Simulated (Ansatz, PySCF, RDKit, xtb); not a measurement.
**CH4FSi+: from the formula to a structure**

Only the formula CH4FSi+ is given (charge +1). Aim: find the structure of lowest free energy at 200 K, then its properties.

The funnel: GFN2-xTB relaxations, single points with a density functional, relaxations at PBE0-D3(BJ)/def2-SVP, harmonic vibrations, and a last energy at a higher level. All values are calculated.

8 further runs of the same task are left out: 8 set aside as unsound or not needed.

## 1. Candidates

All bonding patterns within simple valence rules are listed by program: one Lewis structure each, at most two rings and one unusual centre or charged pair. O–O, O–halogen and N–halogen bonds and N–N–N chains are not drawn. That gives 4 candidates.

| label | SMILES | spin |
| --- | --- | --- |
| c366 | [CH2+][SiH2]F | singlet |
| c641 | F[CH+][SiH3] | singlet |
| c730 | FC[SiH2+] | singlet |
| c868 | C[SiH+]F | singlet |

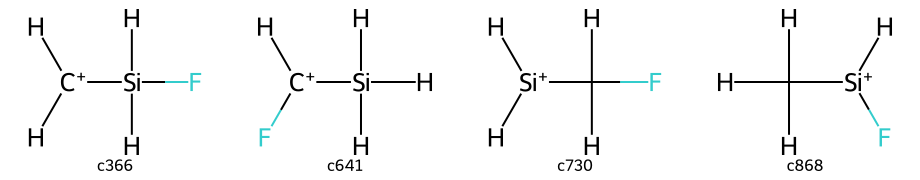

Structural formulas of the candidates.

Candidates are built by distance geometry, with a force field where one applies, in up to four conformers (letters a to d). 9 starts with atoms placed at random are added, to find patterns that the rules miss.

## 2. Search with GFN2-xTB

All 13 starts are relaxed the same way. One of them, c658 (atoms placed at random), in full:

File start.xyz:

```xyz
7
c658
C     -1.733520    -0.307010     0.319680
F     -1.984410     0.781200     0.534700
Si    -0.129030     0.039600     0.180230
H      0.937110    -1.423590     0.593580
H     -1.235380    -0.279670     1.173300
H     -0.946740    -0.756180    -0.236570
H     -0.689060    -1.256770     1.651200
```

On the command line:

```sh
$ xtb start.xyz --gfn 2 --opt --chrg 1
```

Standard output, cut to the lines that bear on the results:

```text
* xtb version 6.7.1
[...]
          :  # basis functions                  22          :
[...]
          :  # electrons                        18          :
[...]
          :  Hamiltonian                  GFN2-xTB          :
[...]
          :  net charge                          1          :
          :  unpaired electrons                  0          :
[...]
   *** convergence criteria satisfied after 15 iterations ***
[...]
   *** GEOMETRY OPTIMIZATION CONVERGED AFTER 46 ITERATIONS ***
[...]
   *** convergence criteria satisfied after 3 iterations ***
[...]
         ::                     SUMMARY                     ::
         :::::::::::::::::::::::::::::::::::::::::::::::::::::
         :: total energy             -10.158037249058 Eh    ::
         :: gradient norm              0.000260075242 Eh/a0 ::
         :: HOMO-LUMO gap              2.898056958294 eV    ::
         ::.................................................::
         :: SCC energy               -10.226995971093 Eh    ::
         :: -> isotropic ES            0.143445091394 Eh    ::
         :: -> anisotropic ES         -0.012090683203 Eh    ::
         :: -> anisotropic XC         -0.010919428042 Eh    ::
         :: -> dispersion             -0.002096207090 Eh    ::
         :: repulsion energy           0.068958722035 Eh    ::
         :: add. restraining           0.000000000000 Eh    ::
         :: total charge               1.000000000000 e     ::
         :::::::::::::::::::::::::::::::::::::::::::::::::::::
[...]
         9        2.0000           -0.6410338             -17.4434 (HOMO)
        10                         -0.5345322             -14.5454 (LUMO)
[...]
     #   Z          covCN         q      C6AA      α(0)
     1   6          3.502     0.012    21.949     6.948
     2   9          0.808    -0.193    11.160     3.946
     3  14          2.737     0.638   168.830    28.535
     4   1          0.919     0.126     1.568     1.958
     5   1          0.923     0.154     1.368     1.829
     6   1          0.923     0.154     1.367     1.829
     7   1          0.919     0.109     1.705     2.042
[...]
     #   Z sym  total        # sym  WBO       # sym  WBO       # sym  WBO
 ---------------------------------------------------------------------------
     1   6      3.897 --     3      1.001     2      0.961     5      0.920
                             6      0.920
     2   9      1.078 --     1      0.961
     3  14      2.946 --     1      1.001     4      0.886     7      0.885
     4   1      0.984 --     3      0.886
     5   1      0.976 --     1      0.920
     6   1      0.976 --     1      0.920
     7   1      0.988 --     3      0.885
 ---------------------------------------------------------------------------
[...]
molecular dipole:
                 x           y           z       tot (Debye)
 q only:       -0.481      -2.200       2.009
   full:       -0.392      -2.290       2.068       7.906
molecular quadrupole (traceless):
[...]
          | TOTAL ENERGY              -10.158037249058 Eh   |
          | GRADIENT NORM               0.000260075242 Eh/α |
          | HOMO-LUMO GAP               2.898056958294 eV   |
           -------------------------------------------------
[...]
```

Run time: 0.12 s. Hardware: 1 thread of Arm Neoverse V1, shared host.

## 3. The minima found

13 of the 13 relaxations converged; 6 ended on a minimum already found. 7 distinct structures remain:

| label | start | SMILES after | spin | energy (kcal/mol) | note |
| --- | --- | --- | --- | --- | --- |
| c145 | random and drawn | C[SiH+]F | singlet | 0.0 |  |
| c658 | random | FC[SiH2+] | singlet | 51.5 |  |
| c730a | drawn and random | FC[SiH2+] | singlet | 51.7 |  |
| c641a | drawn | F[CH+][SiH3] | singlet | 100.6 |  |
| c156 | random | [CH][F].[SiH3] ‡ | singlet | 134.8 | fell apart |
| c687 | random | [FH].[H][H][Si][CH] ‡ | singlet | 158.5 | fell apart |
| c039 | random | [F][C][Si].[H][H].[H][H] ‡ | singlet | 184.3 | fell apart |

‡ marks the bonded skeleton alone, with all bonds drawn single: no Lewis structure was assigned that passes a check against the bond lengths.

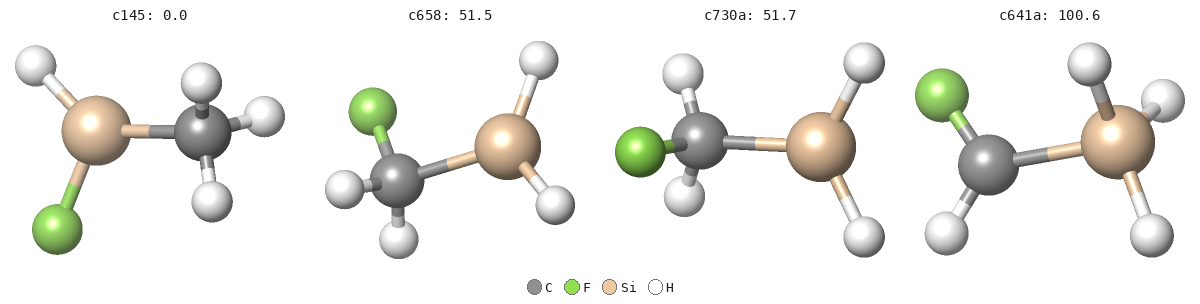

The 4 lowest minima that did not fall apart, with their GFN2-xTB energies in kcal/mol.

## 4. Single points on the low minima

A choice of the minima (the low ones first, few conformers of a pattern, up to a cap) and the lowest that fell apart get a single point at r2SCAN-D4/def2-SVP on the tight-binding geometry, and one at HF/STO-3G for comparison. The lowest singlets are also tried as triplets at the same geometry (label ending in t). The first, c145:

File input.yaml:

```yaml
basis:
  gaussian:
    orbitals: def2-SVP
crystal:
  periodic: [false, false, false]
  atoms:
    - {symbol: C, position_ang: [-0.358426, 0.898152, 1.290507]}
    - {symbol: F, position_ang: [-1.736103, 0.056148, -1.085797]}
    - {symbol: Si, position_ang: [-0.846814, -0.452307, 0.111549]}
    - {symbol: H, position_ang: [-0.914526, 0.845679, 2.232914]}
    - {symbol: H, position_ang: [-0.572513, 1.876176, 0.833373]}
    - {symbol: H, position_ang: [0.701783, 0.872379, 1.559252]}
    - {symbol: H, position_ang: [-0.677910, -1.873737, -0.074219]}
total_charge: 1
hamiltonian:
  xc: r2scan
  dispersion: d4
scf:
  lower_state_search: "off"
```

On the command line:

```sh
$ ansatz run input.yaml --threads 1 --pin off --max-ram 2610MiB --events-out events.jsonl --progress --plain --runs-dir runs
```

Standard output, cut to the lines that bear on the results:

```text
Warning: RAYON_NUM_THREADS=1 ignored (pool sized by the plan → 1); use --threads N
Functional definition: r2SCAN
  name "r2SCAN"
[...]
734 factors; their error is unknown
[...]
mean field -11681.37622502 eV, -429.2826583482 hartree, gradient 1.8e-6 eV, S^2 0.000000; 0 other end points of the search recorded, 0 dependent functions left out
reference -11681.37623286 eV, -429.2826586365 hartree; 16, 16 occupied and 50, 50 virtual orbitals, 734 factors
Total energy: -11681.39414294 eV, -429.2833168196 hartree
Checks for a lower state left out: stability, starts, cluster_reference, orbital_swaps, neighbouring_geometries, increment
```

It took 1.4 s on 1 thread of Arm Neoverse V1, shared host.

Relative energies in kcal/mol, each column from its lowest structure that stays in one piece:

| label | SMILES | spin | GFN2-xTB | HF/STO-3G | r2SCAN-D4/def2-SVP |
| --- | --- | --- | --- | --- | --- |
| c145 | C[SiH+]F | singlet | 0.0 | 0.0 | 0.0 |
| c658 | FC[SiH2+] | singlet | 51.5 | 38.0 | 64.0 |
| c730a | FC[SiH2+] | singlet | 51.7 | 38.6 | 66.7 |
| c641a | F[CH+][SiH3] | singlet | 100.6 | 47.6 | 78.1 |
| c145t | C[SiH+]F | triplet | – | – | 121.9 |
| c658t | FC[SiH2+] | triplet | – | – | 141.5 |
| c156 | [CH][F].[SiH3] ‡ | singlet | 134.8 | 120.4 | 149.0 |

‡ marks the bonded skeleton alone, with all bonds drawn single: no Lewis structure was assigned that passes a check against the bond lengths.

## 5. Refinement at PBE0-D3(BJ)/def2-SVP

3 candidates are relaxed at PBE0-D3(BJ)/def2-SVP (chosen among the lowest in one piece). The first, c145:

Changes to input.yaml since step 4:

```diff
@@ -1,4 +1 @@
-basis:
-  gaussian:
-    orbitals: def2-SVP
 crystal:
@@ -13,7 +10,7 @@
     - {symbol: H, position_ang: [-0.677910, -1.873737, -0.074219]}
+basis:
+  gaussian: {orbitals: def2-SVP}
+hamiltonian: {xc: {name: PBE0}, dispersion: d3bj}
 total_charge: 1
-hamiltonian:
-  xc: r2scan
-  dispersion: d4
-scf:
-  lower_state_search: "off"
+scf: {lower_state_search: off}
+relax: {f_tol: 0.003}
```

On the command line:

```sh
$ ansatz run input.yaml --threads 1 --pin off --max-ram 2610MiB --events-out events.jsonl --progress --plain --runs-dir runs
```

Standard output, cut to the lines that bear on the results:

```text
Warning: RAYON_NUM_THREADS=1 ignored (pool sized by the plan → 1); use --threads N
[...]
Functional definition: PBE0
  name "PBE0"
[...]
687 factors; integrals over basis functions are off by at most 3.6e-4 eV
[...]
mean field -11676.68656611 eV, -429.1103165620 hartree, gradient 2.1e-6 eV, S^2 0.000000; 0 other end points of the search recorded, 0 dependent functions left out
[...]
reference -11676.68658620 eV, -429.1103173005 hartree; 16, 16 occupied and 50, 50 virtual orbitals, 687 factors
relax step   1: F+E_penalty+E_count = -11676.77714543 eV  Δ(F+E_penalty+E_count) = +0.000e0 eV  max|allowed force component| = 1.592e0 eV/Å  Δτ_max = 0.0000 Å  (13 SCF iters, accepted)
[...]
relax step   5: F+E_penalty+E_count = -11676.89441987 eV  Δ(F+E_penalty+E_count) = -2.888e-3 eV  max|allowed force component| = 1.326e-1 eV/Å  Δτ_max = 0.0451 Å  (14 SCF iters, accepted)
[...]
relax step  17: F+E_penalty+E_count = -11676.89648553 eV  Δ(F+E_penalty+E_count) = -4.752e-7 eV  max|allowed force component| = 1.921e-3 eV/Å  Δτ_max = 0.0006 Å  (9 SCF iters, accepted)
Total energy: -11676.89650530 eV, -429.1180316850 hartree
Atom 0 at    -0.377763     0.900386     1.265324 Å, force    -0.001921    -0.000351     0.000043 eV/Å
Atom 1 at    -1.645105     0.071768    -1.231216 Å, force    -0.000746     0.000641    -0.000692 eV/Å
Atom 2 at    -0.893882    -0.360895     0.083910 Å, force     0.001859     0.000840     0.001390 eV/Å
Atom 3 at    -0.840217     0.685227     2.247555 Å, force    -0.000000    -0.000039    -0.000133 eV/Å
Atom 4 at    -0.656295     1.911116     0.929192 Å, force     0.000054     0.000135    -0.000368 eV/Å
Atom 5 at     0.717874     0.834982     1.407243 Å, force     0.000988    -0.000167    -0.000252 eV/Å
Atom 6 at    -0.709121    -1.820094     0.165570 Å, force    -0.000234    -0.001059     0.000010 eV/Å
Dipole moment:     0.321574    -0.216873     0.557497 e Å
Checks for a lower state left out: stability, starts, cluster_reference, orbital_swaps, neighbouring_geometries, increment
```

Run time: 25 s. Hardware: 1 thread of Arm Neoverse V1, shared host.

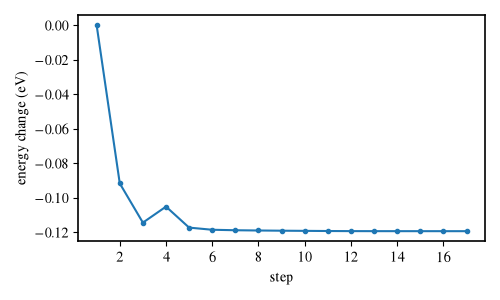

Energy along the run, all evaluated steps.

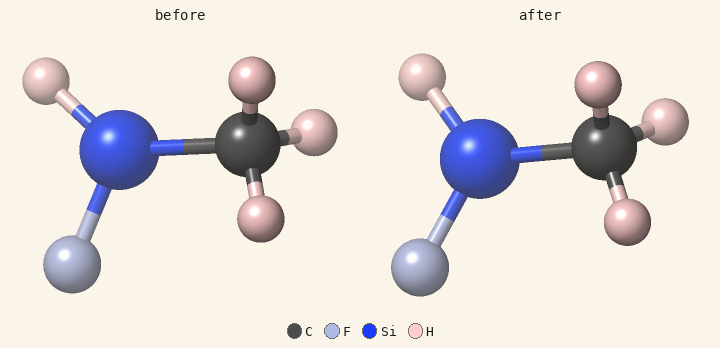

Before and after, at one scale.

After the run. Bond lengths: C1–Si3 1.804 Å, F2–Si3 1.575 Å, C1–H4 1.107 Å, C1–H5 1.101 Å, C1–H6 1.107 Å, Si3–H7 1.473 Å. Angles: C1–Si3–F2 119.4°, C1–Si3–H7 128.4°, F2–Si3–H7 112.2°, Si3–C1–H4 109.0°, Si3–C1–H5 111.7°, Si3–C1–H6 109.0°, H4–C1–H5 110.1°, H4–C1–H6 106.8°, H5–C1–H6 110.1°.

## 6. After refinement

| label | spin | r2SCAN-D4/def2-SVP (kcal/mol) | PBE0-D3(BJ)/def2-SVP, relaxed (kcal/mol) | time | note |
| --- | --- | --- | --- | --- | --- |
| c145 | singlet | 0.0 | 0.0 | 25 s |  |
| c730a | singlet | 66.7 | 54.1 | 20 s | rearranged to C1[F+][SiH2]1 |
| c658 | singlet | 64.0 | 61.5 | 13 s |  |

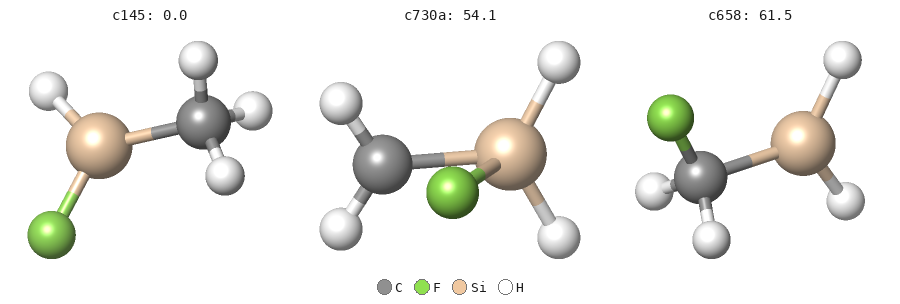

The relaxed structures, with energies at PBE0-D3(BJ)/def2-SVP in kcal/mol.

## 7. Vibrations and thermal terms

The lowest few in one piece go on as finalists. Harmonic vibrations at PBE0-D3(BJ)/def2-SVP test each finalist and give the zero-point energy and the thermal terms. The first, c145:

File input.yaml:

```yaml
crystal:
  periodic: [false, false, false]
  atoms:
    - {symbol: C, position_ang: [-0.377763, 0.900386, 1.265324]}
    - {symbol: F, position_ang: [-1.645105, 0.071768, -1.231216]}
    - {symbol: Si, position_ang: [-0.893882, -0.360895, 0.083910]}
    - {symbol: H, position_ang: [-0.840217, 0.685227, 2.247555]}
    - {symbol: H, position_ang: [-0.656295, 1.911116, 0.929192]}
    - {symbol: H, position_ang: [0.717874, 0.834982, 1.407243]}
    - {symbol: H, position_ang: [-0.709121, -1.820094, 0.165570]}
basis:
  gaussian: {orbitals: def2-SVP}
total_charge: 1
hamiltonian: {xc: pbe0, dispersion: d3bj}
scf: {lower_state_search: off}
phonons: {}
```

On the command line:

```sh
$ ansatz run input.yaml --threads 1 --pin off --max-ram 2610MiB --events-out events.jsonl --progress --plain --runs-dir runs
```

Standard output, cut to the lines that bear on the results:

```text
Warning: RAYON_NUM_THREADS=1 ignored (pool sized by the plan → 1); use --threads N
[... 2 set-up lines as earlier in the session ...]
[...]
689 factors; integrals over basis functions are off by at most 4.0e-4 eV
[...]
mean field -11676.80529036 eV, -429.1146795977 hartree, gradient 1.6e-6 eV, S^2 0.000000; 0 other end points of the search recorded, 0 dependent functions left out
[...]
reference -11676.80531020 eV, -429.1146803270 hartree; 16, 16 occupied and 50, 50 virtual orbitals, 689 factors
[...]
689 factors; integrals over basis functions are off by at most 4.0e-4 eV
[...]
mean field -11676.80514039 eV, -429.1146740865 hartree, gradient 2.0e-6 eV, S^2 0.000000; 0 other end points of the search recorded, 0 dependent functions left out
[...]
reference -11676.80516023 eV, -429.1146748157 hartree; 16, 16 occupied and 50, 50 virtual orbitals, 689 factors
[...]
Total energy: -11676.89650258 eV, -429.1180315852 hartree
Atom 0 at    -0.377763     0.900386     1.265324 Å, force    -0.001929    -0.000246     0.000117 eV/Å
Atom 1 at    -1.645105     0.071768    -1.231216 Å, force    -0.000769     0.000705    -0.000717 eV/Å
Atom 2 at    -0.893882    -0.360895     0.083910 Å, force     0.001900     0.000707     0.001385 eV/Å
Atom 3 at    -0.840217     0.685227     2.247555 Å, force     0.000017    -0.000043    -0.000152 eV/Å
Atom 4 at    -0.656295     1.911116     0.929192 Å, force     0.000037     0.000114    -0.000393 eV/Å
Atom 5 at     0.717874     0.834982     1.407243 Å, force     0.000989    -0.000186    -0.000256 eV/Å
Atom 6 at    -0.709121    -1.820094     0.165570 Å, force    -0.000244    -0.001050     0.000017 eV/Å
Dipole moment:     0.321575    -0.216873     0.557496 e Å
Vibrations: 48.93 250.62 467.90 677.92 780.99 798.12 877.42 1038.27 1257.86 1369.34 1373.07 2361.05 3028.66 3121.42 3181.42 cm⁻¹, zero-point energy 1.279083 eV
Checks for a lower state left out: stability, starts, cluster_reference, orbital_swaps, neighbouring_geometries, increment
```

It took 52 s on 1 thread of Arm Neoverse V1, shared host.

## 8. Thermal terms of the finalists

At 200 K and 1 atm, ideal gas, rigid rotor and harmonic oscillator:

| label | SMILES | spin | point group | lowest mode (cm⁻¹) | zero-point (kcal/mol) | G − E (kcal/mol) |
| --- | --- | --- | --- | --- | --- | --- |
| c145 | C[SiH+]F | singlet | Cs | 49 | 29.5 | 18.8 |
| c730a | C1[F+][SiH2]1 | singlet | Cs | 350 | 28.9 | 18.7 |
| c658 | FC[SiH2+] | singlet | Cs | 200 | 28.0 | 17.6 |

## 9. Last filter: a higher level

Single points at CCSD(T)/def2-TZVPP on the refined geometries decide the order.

c145, CCSD(T)/def2-TZVPP:

File input.yaml:

```yaml
crystal:
  periodic: [false, false, false]
  atoms:
    - symbol: C
      position_ang: [-0.377763, 0.900386, 1.265324]
    - symbol: F
      position_ang: [-1.645105, 0.071768, -1.231216]
    - symbol: Si
      position_ang: [-0.893882, -0.360895, 0.083910]
    - symbol: H
      position_ang: [-0.840217, 0.685227, 2.247555]
    - symbol: H
      position_ang: [-0.656295, 1.911116, 0.929192]
    - symbol: H
      position_ang: [0.717874, 0.834982, 1.407243]
    - symbol: H
      position_ang: [-0.709121, -1.820094, 0.165570]
basis:
  gaussian: {orbitals: def2-TZVPP}
total_charge: 1
correlation: {method: ccsd_t, frozen_orbitals: {H: 0, C: 1, F: 1, Si: 5}}
```

On the command line:

```sh
$ ansatz run input.yaml --threads 1 --pin off --max-ram 2610MiB --events-out events.jsonl --progress --plain --runs-dir runs
```

Standard output, cut to the lines that bear on the results:

```text
Warning: RAYON_NUM_THREADS=1 ignored (pool sized by the plan → 1); use --threads N
Functional definition: HF
  name "HF"
[...]
935 factors; integrals over basis functions are off by at most 1.2e-3 eV
[...]
mean field -11657.71438450 eV, -428.4131017477 hartree, gradient 1.6e-6 eV, S^2 0.000000; 0 other end points of the search recorded, 0 dependent functions left out
7 core orbitals not correlated: weight in the atoms' cores, before any rotation towards them, 1.000 or more for the frozen orbitals, at most 0.000 for the correlated occupied ones
reference -11657.71438450 eV, -428.4131017477 hartree; 9, 9 occupied and 144, 144 virtual orbitals, 935 factors
second order -14.25043540 eV of doubles, -0.00000000 eV of singles
cycle   1  -14.51803998 eV  change   -2.7e-1 eV  update   8.5e-2
[...]
cycle  10  -14.93002411 eV  change   -4.2e-7 eV  update   5.3e-6
perturbative correction -0.48627459 eV, -0.0178702615 hartree
Total energy: -11673.13068319 eV, -428.9796402752 hartree
```

Run time: 34 s. Hardware: 1 thread of Arm Neoverse V1, shared host; peak memory 1.1 GiB.

## 10. c730a at CCSD(T)/def2-TZVPP

File input.yaml:

```yaml
crystal:
  periodic: [false, false, false]
  atoms:
    - {symbol: C, position_ang: [-1.019825, -0.810037, 0.515122]}
    - {symbol: F, position_ang: [-1.815998, 0.465042, 0.139244]}
    - {symbol: Si, position_ang: [-2.847940, -0.998517, 0.525637]}
    - {symbol: H, position_ang: [-0.415039, -1.066305, -0.363280]}
    - {symbol: H, position_ang: [-0.456500, -0.565108, 1.423756]}
    - {symbol: H, position_ang: [-3.573419, -0.733363, 1.779274]}
    - {symbol: H, position_ang: [-3.515098, -1.432356, -0.713228]}
basis:
  gaussian:
    orbitals: def2-TZVPP
total_charge: 1
magnetization:
  spin_polarized: false
correlation:
  method: ccsd_t
  frozen_orbitals: {H: 0, C: 1, F: 1, Si: 5}
```

On the command line:

```sh
$ ansatz run input.yaml --threads 1 --pin off --max-ram 2610MiB --events-out events.jsonl --progress --plain --runs-dir runs
```

Standard output, cut to the lines that bear on the results:

```text
Warning: RAYON_NUM_THREADS=1 ignored (pool sized by the plan → 1); use --threads N
[... 2 set-up lines as earlier in the session ...]
[...]
945 factors; integrals over basis functions are off by at most 9.7e-4 eV
[...]
mean field -11655.15580451 eV, -428.3190756673 hartree, gradient 2.2e-6 eV, S^2 0.000000; 0 other end points of the search recorded, 0 dependent functions left out
7 core orbitals not correlated: weight in the atoms' cores, before any rotation towards them, 1.000 or more for the frozen orbitals, at most 0.000 for the correlated occupied ones
reference -11655.15580451 eV, -428.3190756673 hartree; 9, 9 occupied and 144, 144 virtual orbitals, 945 factors
second order -14.17355869 eV of doubles, -0.00000000 eV of singles
cycle   1  -14.45521503 eV  change   -2.8e-1 eV  update   9.5e-2
[...]
cycle  10  -14.95740071 eV  change    6.7e-6 eV  update   1.1e-5
perturbative correction -0.51496452 eV, -0.0189245972 hartree
Total energy: -11670.62816974 eV, -428.8876746019 hartree
```

Wall time 35 s (1 thread of Arm Neoverse V1, shared host); peak memory 1.2 GiB.

## 11. Free energies and the winner

Energies in kcal/mol from c145; G adds the thermal terms to the CCSD(T)/def2-TZVPP energy.

| label | SMILES | spin | PBE0-D3(BJ)/def2-SVP | HF/def2-TZVPP | MP2/def2-TZVPP | CCSD(T)/def2-TZVPP | G | share at equilibrium | T1 |
| --- | --- | --- | --- | --- | --- | --- | --- | --- | --- |
| c145 | C[SiH+]F | singlet | 0.0 | 0.0 | 0.0 | 0.0 | 0.0 | 100.0 % | 0.013 |
| c730a | C1[F+][SiH2]1 | singlet | 54.1 | 59.0 | 60.8 | 57.7 | 57.6 | < 0.1 % | 0.014 |
| c658 | FC[SiH2+] | singlet | 61.5 | 66.1 | 72.2 | 69.0 | 67.8 | < 0.1 % | 0.012 |

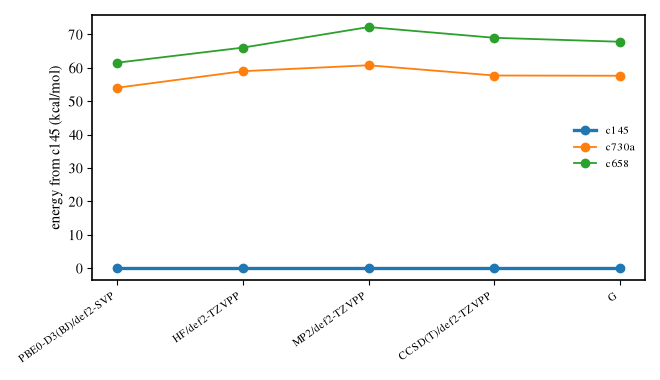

The finalists at each level, measured from c145.

Lowest found: c145, `C[SiH+]F`, a singlet of point group Cs. Bond lengths: C1–Si3 1.804 Å, F2–Si3 1.575 Å, C1–H4 1.107 Å, C1–H5 1.101 Å, C1–H6 1.107 Å, Si3–H7 1.473 Å. Angles: C1–Si3–F2 119.4°, C1–Si3–H7 128.4°, F2–Si3–H7 112.2°, Si3–C1–H4 109.0°, Si3–C1–H5 111.7°, Si3–C1–H6 109.0°, H4–C1–H5 110.1°, H4–C1–H6 106.8°, H5–C1–H6 110.1°.

```xyz
7

C    -0.3778    0.9004    1.2653
F    -1.6451    0.0718   -1.2312
Si   -0.8939   -0.3609    0.0839
H    -0.8402    0.6852    2.2476
H    -0.6563    1.9111    0.9292
H     0.7179    0.8350    1.4072
H    -0.7091   -1.8201    0.1656
```

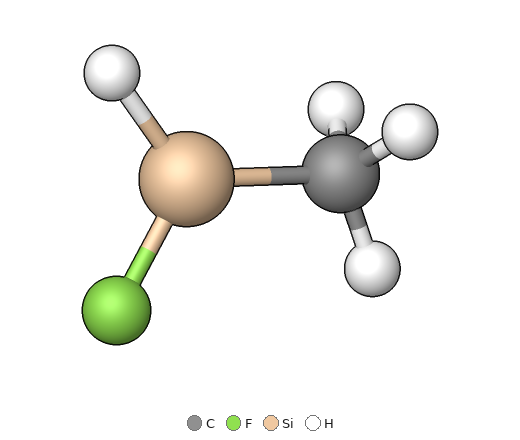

The lowest structure found, seen from a chosen angle (carbon grey, fluorine green, silicon light orange, hydrogen white).

(Part 1 of 2 ends here.)
